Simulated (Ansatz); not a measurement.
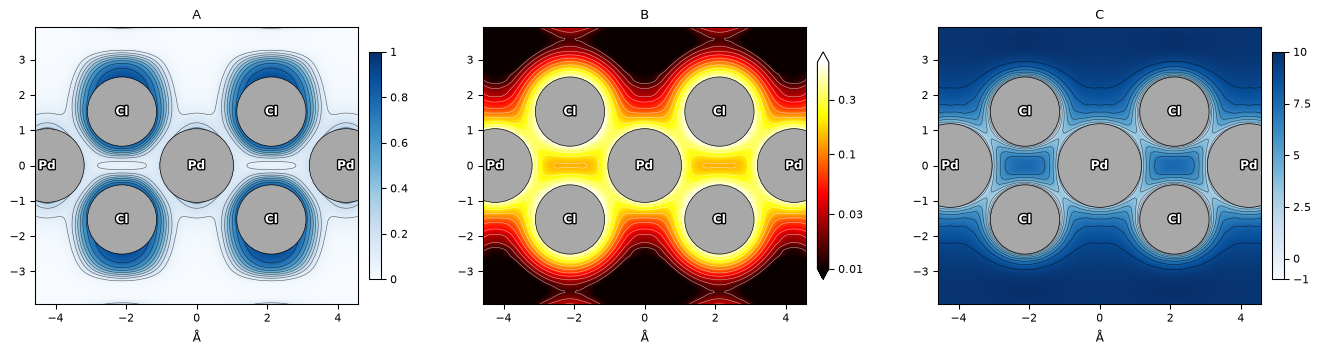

PdCl4: 3 fields on the (010) plane of the conventional cell, with unlabelled colour scales. Grey discs cover the atomic cores.

Space group P4/mmm; a structure generated by program, which may or may not match a known phase.

Method: Ansatz, DFT PBE, scalar-relativistic, plane waves, PAW.

Question: Match the panels to the quantities (electron localisation function, electrostatic potential energy of an electron and valence pseudo-density).

Answer: Panel A: electron localisation function. Panel B: valence pseudo-density. Panel C: electrostatic potential energy of an electron (low next to the atoms, rising into the space between them). From the grid: Pd–Cl (2.61 Å): ρ is about 0.34 e/Å³ halfway; the ELF peaks at about 0.85 in the valence shell of Cl, 0.8 Å from its nucleus, and drops to about 0.15 between the two atoms.
